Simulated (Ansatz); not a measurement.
**Molecular dynamics of ZrHCl2OF (part 4 of 4)**

Continued. System: ZrHCl2OF. Method: RHF/def2-SVP (Ansatz 0.2.0). It belongs to a series of runs on one base structure; here: dynamics from the start.

Geometry of the input (Å):
```
Zr -0.0631  -0.1071  -0.0035
F  -0.0546  -0.0266  1.8921
O  1.7101  -0.3383  -0.6067
H  2.5912  -0.4542  -0.9196
Cl -0.9443  1.9292  -0.8616
Cl -1.3926  -1.9551  -0.6943
```

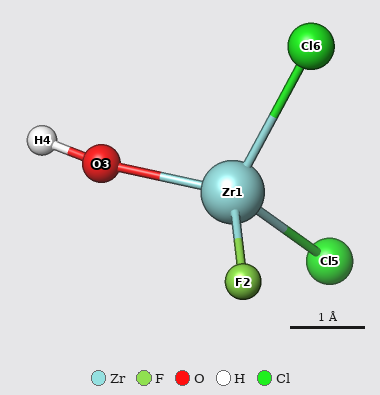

**Figure 1.** The geometry at step 125 of the log (ball-and-stick view, seen at a tilt; atoms are numbered from 1 in the order of the input).

## Trajectory as extended XYZ, continued
```
6
Properties=species:S:1:pos:R:3:forces:R:3 step=100 time_fs=50.0 energy=-31029.36779 temperature=84.2
Zr   -0.0178   -0.1125   -0.0075   -0.9721   0.4858  -0.2554
F    -0.1770    0.0009    1.8660    0.2388  -0.0299   0.4835
O     1.7254   -0.4039   -0.6377    1.1978  -0.1760  -0.5098
H     2.5529   -0.5846   -1.0775   -0.5848   0.1492   0.3944
Cl   -0.9998    1.9131   -0.8340    0.2267  -0.1714  -0.0024
Cl   -1.3940   -1.9066   -0.6791   -0.1065  -0.2577  -0.1102
6
Properties=species:S:1:pos:R:3:forces:R:3 step=102 time_fs=51.0 energy=-31029.36747 temperature=83.2
Zr   -0.0174   -0.1130   -0.0068   -0.9957   0.5066  -0.4062
F    -0.1764    0.0010    1.8617    0.2284  -0.0223   0.6340
O     1.7260   -0.4042   -0.6364    0.3458   0.0099  -0.0620
H     2.5355   -0.5797   -1.0768    0.2914  -0.0414  -0.0634
Cl   -1.0007    1.9139   -0.8343    0.2374  -0.1916   0.0071
Cl   -1.3942   -1.9062   -0.6791   -0.1074  -0.2612  -0.1095
6
Properties=species:S:1:pos:R:3:forces:R:3 step=105 time_fs=52.5 energy=-31029.34705 temperature=44.8
Zr   -0.0171   -0.1136   -0.0057   -1.0063   0.5287  -0.6253
F    -0.1754    0.0010    1.8558    0.2128  -0.0112   0.8462
O     1.7273   -0.4048   -0.6345   -0.6198   0.2164   0.4716
H     2.5171   -0.5737   -1.0782    1.2712  -0.2507  -0.6040
Cl   -1.0019    1.9150   -0.8347    0.2510  -0.2177   0.0197
Cl   -1.3945   -1.9057   -0.6792   -0.1089  -0.2656  -0.1082
6
Properties=species:S:1:pos:R:3:forces:R:3 step=107 time_fs=53.5 energy=-31029.34858 temperature=47.2
Zr   -0.0170   -0.1139   -0.0051   -1.0040   0.5388  -0.7609
F    -0.1745    0.0010    1.8524    0.2027  -0.0040   0.9773
O     1.7278   -0.4050   -0.6329   -0.3152   0.1512   0.3073
H     2.5185   -0.5724   -1.0855    0.9713  -0.1860  -0.4413
Cl   -1.0026    1.9156   -0.8349    0.2571  -0.2295   0.0258
Cl   -1.3947   -1.9054   -0.6793   -0.1118  -0.2705  -0.1082
6
Properties=species:S:1:pos:R:3:forces:R:3 step=109 time_fs=54.5 energy=-31029.35275 temperature=54.7
Zr   -0.0170   -0.1142   -0.0045   -0.9928   0.5452  -0.8843
F    -0.1736    0.0011    1.8496    0.1931   0.0026   1.0952
O     1.7281   -0.4051   -0.6311    0.5437  -0.0282  -0.1829
H     2.5289   -0.5728   -1.0969    0.1106  -0.0057   0.0504
Cl   -1.0033    1.9162   -0.8352    0.2611  -0.2376   0.0302
Cl   -1.3950   -1.9053   -0.6794   -0.1158  -0.2762  -0.1087
6
Properties=species:S:1:pos:R:3:forces:R:3 step=111 time_fs=55.5 energy=-31029.34296 temperature=36.3
Zr   -0.0171   -0.1144   -0.0040   -0.9664   0.5470  -0.9927
F    -0.1725    0.0011    1.8472    0.1844   0.0082   1.1928
O     1.7287   -0.4052   -0.6294    1.3208  -0.1871  -0.6417
H     2.5404   -0.5733   -1.1077   -0.6840   0.1568   0.5163
Cl   -1.0038    1.9167   -0.8354    0.2642  -0.2444   0.0341
Cl   -1.3953   -1.9052   -0.6796   -0.1190  -0.2805  -0.1088
6
Properties=species:S:1:pos:R:3:forces:R:3 step=114 time_fs=57.0 energy=-31029.33496 temperature=21.3
Zr   -0.0174   -0.1146   -0.0035   -0.8888   0.5400  -1.1210
F    -0.1708    0.0011    1.8449    0.1737   0.0139   1.2880
O     1.7312   -0.4057   -0.6276    1.5031  -0.2213  -0.7772
H     2.5448   -0.5710   -1.1144   -0.9382   0.2035   0.6759
Cl   -1.0046    1.9174   -0.8358    0.2692  -0.2568   0.0408
Cl   -1.3958   -1.9052   -0.6798   -0.1190  -0.2794  -0.1065
6
Properties=species:S:1:pos:R:3:forces:R:3 step=116 time_fs=58.0 energy=-31029.34482 temperature=39.6
Zr   -0.0178   -0.1147   -0.0034   -0.8124   0.5291  -1.1794
F    -0.1695    0.0011    1.8441    0.1685   0.0157   1.3133
O     1.7339   -0.4061   -0.6270    0.8795  -0.0952  -0.4332
H     2.5368   -0.5671   -1.1110   -0.3932   0.0906   0.3564
Cl   -1.0050    1.9177   -0.8360    0.2730  -0.2671   0.0460
Cl   -1.3962   -1.9053   -0.6801   -0.1154  -0.2731  -0.1031
6
Properties=species:S:1:pos:R:3:forces:R:3 step=118 time_fs=59.0 energy=-31029.34660 temperature=43.0
Zr   -0.0182   -0.1147   -0.0033   -0.7232   0.5144  -1.2135
F    -0.1682    0.0012    1.8441    0.1648   0.0159   1.3093
O     1.7372   -0.4066   -0.6267   -0.0972   0.0971   0.1229
H     2.5252   -0.5624   -1.1043    0.4890  -0.0859  -0.1709
Cl   -1.0053    1.9180   -0.8362    0.2765  -0.2776   0.0511
Cl   -1.3966   -1.9054   -0.6803   -0.1099  -0.2640  -0.0989
6
Properties=species:S:1:pos:R:3:forces:R:3 step=120 time_fs=60.0 energy=-31029.33829 temperature=27.7
Zr   -0.0188   -0.1146   -0.0034   -0.6299   0.4974  -1.2220
F    -0.1667    0.0012    1.8446    0.1625   0.0147   1.2799
O     1.7404   -0.4071   -0.6262   -0.8789   0.2466   0.5656
H     2.5183   -0.5585   -1.0992    1.1720  -0.2188  -0.5835
Cl   -1.0055    1.9182   -0.8364    0.2787  -0.2855   0.0549
Cl   -1.3971   -1.9057   -0.6806   -0.1043  -0.2545  -0.0949
6
Properties=species:S:1:pos:R:3:forces:R:3 step=123 time_fs=61.5 energy=-31029.35023 temperature=50.2
Zr   -0.0197   -0.1145   -0.0037   -0.4959   0.4699  -1.1859
F    -0.1644    0.0013    1.8467    0.1614   0.0107   1.1953
O     1.7443   -0.4074   -0.6250   -0.6292   0.1940   0.3780
H     2.5281   -0.5565   -1.1015    0.7847  -0.1425  -0.3531
Cl   -1.0057    1.9184   -0.8366    0.2778  -0.2888   0.0565
Cl   -1.3978   -1.9062   -0.6811   -0.0987  -0.2433  -0.0908
6
Properties=species:S:1:pos:R:3:forces:R:3 step=125 time_fs=62.5 energy=-31029.35965 temperature=68.1
Zr   -0.0203   -0.1143   -0.0041   -0.4104   0.4502  -1.1310
F    -0.1628    0.0014    1.8489    0.1620   0.0067   1.1128
O     1.7463   -0.4076   -0.6238    0.1802   0.0410  -0.1305
H     2.5447   -0.5569   -1.1077   -0.1107   0.0254   0.1824
Cl   -1.0058    1.9184   -0.8368    0.2748  -0.2862   0.0552
Cl   -1.3983   -1.9066   -0.6814   -0.0959  -0.2371  -0.0889
6
Properties=species:S:1:pos:R:3:forces:R:3 step=127 time_fs=63.5 energy=-31029.35533 temperature=60.4
Zr   -0.0210   -0.1141   -0.0046   -0.3231   0.4285  -1.0537
F    -0.1611    0.0014    1.8516    0.1636   0.0015   1.0081
O     1.7485   -0.4076   -0.6228    0.8119  -0.0744  -0.5292
H     2.5605   -0.5572   -1.1122   -0.8317   0.1562   0.6083
Cl   -1.0058    1.9184   -0.8369    0.2713  -0.2826   0.0533
Cl   -1.3988   -1.9071   -0.6818   -0.0920  -0.2292  -0.0867
6
Properties=species:S:1:pos:R:3:forces:R:3 step=130 time_fs=65.0 energy=-31029.36055 temperature=70.6
Zr   -0.0222   -0.1137   -0.0056   -0.1838   0.3913  -0.9015
F    -0.1583    0.0015    1.8566    0.1676  -0.0085   0.8101
O     1.7527   -0.4078   -0.6218    0.7466  -0.0591  -0.5245
H     2.5689   -0.5547   -1.1080   -0.9157   0.1660   0.6462
Cl   -1.0056    1.9181   -0.8371    0.2666  -0.2791   0.0511
Cl   -1.3997   -1.9079   -0.6824   -0.0813  -0.2107  -0.0813
6
Properties=species:S:1:pos:R:3:forces:R:3 step=132 time_fs=66.0 energy=-31029.37443 temperature=96.7
Zr   -0.0230   -0.1134   -0.0063   -0.0880   0.3635  -0.7800
F    -0.1564    0.0016    1.8604    0.1708  -0.0162   0.6559
O     1.7560   -0.4080   -0.6215    0.0011   0.0754  -0.1136
H     2.5637   -0.5511   -1.0975   -0.2770   0.0493   0.2639
Cl   -1.0054    1.9179   -0.8372    0.2640  -0.2781   0.0500
Cl   -1.4003   -1.9085   -0.6828   -0.0709  -0.1939  -0.0763
6
Properties=species:S:1:pos:R:3:forces:R:3 step=134 time_fs=67.0 energy=-31029.37539 temperature=98.7
Zr   -0.0237   -0.1130   -0.0072    0.0039   0.3342  -0.6462
F    -0.1544    0.0016    1.8646    0.1741  -0.0243   0.4914
O     1.7594   -0.4082   -0.6213   -0.9997   0.2508   0.4367
H     2.5559   -0.5470   -1.0846    0.6201  -0.1088  -0.2595
Cl   -1.0051    1.9175   -0.8373    0.2610  -0.2762   0.0484
Cl   -1.4009   -1.9092   -0.6833   -0.0594  -0.1757  -0.0709
6
Properties=species:S:1:pos:R:3:forces:R:3 step=136 time_fs=68.0 energy=-31029.36850 temperature=86.2
Zr   -0.0245   -0.1126   -0.0081    0.0847   0.3046  -0.5033
F    -0.1523    0.0017    1.8691    0.1772  -0.0324   0.3239
O     1.7621   -0.4082   -0.6208   -1.6601   0.3630   0.7822
H     2.5540   -0.5440   -1.0740    1.1901  -0.2059  -0.5822
Cl   -1.0048    1.9171   -0.8373    0.2565  -0.2708   0.0454
Cl   -1.4015   -1.9100   -0.6838   -0.0486  -0.1585  -0.0661
6
Properties=species:S:1:pos:R:3:forces:R:3 step=139 time_fs=69.5 energy=-31029.38182 temperature=111.1
Zr   -0.0257   -0.1120   -0.0096    0.1775   0.2608  -0.2782
F    -0.1489    0.0017    1.8761    0.1810  -0.0439   0.0792
O     1.7644   -0.4077   -0.6193   -1.1369   0.2723   0.4523
H     2.5710   -0.5428   -1.0678    0.5686  -0.0985  -0.2289
Cl   -1.0041    1.9164   -0.8374    0.2456  -0.2531   0.0366
Cl   -1.4025   -1.9111   -0.6845   -0.0358  -0.1378  -0.0610
6
Properties=species:S:1:pos:R:3:forces:R:3 step=141 time_fs=70.5 energy=-31029.38474 temperature=116.7
Zr   -0.0264   -0.1115   -0.0106    0.2227   0.2316  -0.1253
F    -0.1466    0.0017    1.8808    0.1827  -0.0509  -0.0775
O     1.7651   -0.4072   -0.6179   -0.2583   0.1270  -0.0378
H     2.5902   -0.5435   -1.0670   -0.3549   0.0547   0.2703
Cl   -1.0036    1.9158   -0.8375    0.2364  -0.2365   0.0288
Cl   -1.4032   -1.9120   -0.6850   -0.0286  -0.1259  -0.0585
6
Properties=species:S:1:pos:R:3:forces:R:3 step=143 time_fs=71.5 energy=-31029.37511 temperature=98.8
Zr   -0.0272   -0.1110   -0.0116    0.2598   0.2015   0.0265
F    -0.1442    0.0017    1.8854    0.1838  -0.0575  -0.2298
O     1.7655   -0.4067   -0.6165    0.3570   0.0285  -0.3660
H     2.6063   -0.5436   -1.0637   -1.0069   0.1595   0.6044
Cl   -1.0030    1.9151   -0.8375    0.2268  -0.2189   0.0206
Cl   -1.4038   -1.9128   -0.6855   -0.0205  -0.1131  -0.0556
6
Properties=species:S:1:pos:R:3:forces:R:3 step=145 time_fs=72.5 energy=-31029.37285 temperature=94.6
Zr   -0.0279   -0.1105   -0.0126    0.2916   0.1699   0.1745
F    -0.1416    0.0016    1.8900    0.1843  -0.0636  -0.3779
O     1.7662   -0.4061   -0.6153    0.4143   0.0222  -0.3910
H     2.6130   -0.5422   -1.0549   -1.0975   0.1715   0.6332
Cl   -1.0024    1.9144   -0.8375    0.2177  -0.2023   0.0130
Cl   -1.4045   -1.9137   -0.6861   -0.0104  -0.0977  -0.0518
6
Properties=species:S:1:pos:R:3:forces:R:3 step=148 time_fs=74.0 energy=-31029.38480 temperature=116.7
Zr   -0.0289   -0.1097   -0.0141    0.3284   0.1203   0.3846
F    -0.1377    0.0015    1.8964    0.1836  -0.0718  -0.5875
O     1.7675   -0.4052   -0.6139   -0.5624   0.1809   0.1030
H     2.6054   -0.5374   -1.0313   -0.1632   0.0199   0.1414
Cl   -1.0013    1.9133   -0.8376    0.2051  -0.1791   0.0026
Cl   -1.4055   -1.9151   -0.6869    0.0085  -0.0702  -0.0441
6
Properties=species:S:1:pos:R:3:forces:R:3 step=150 time_fs=75.0 energy=-31029.37835 temperature=104.6
Zr   -0.0295   -0.1091   -0.0151    0.3401   0.0867   0.5144
F    -0.1349    0.0013    1.9004    0.1821  -0.0764  -0.7130
O     1.7681   -0.4044   -0.6130   -1.5002   0.3285   0.5509
H     2.5969   -0.5338   -1.0132    0.7601  -0.1252  -0.3092
Cl   -1.0005    1.9124   -0.8376    0.1964  -0.1624  -0.0046
Cl   -1.4062   -1.9160   -0.6875    0.0216  -0.0514  -0.0386
```
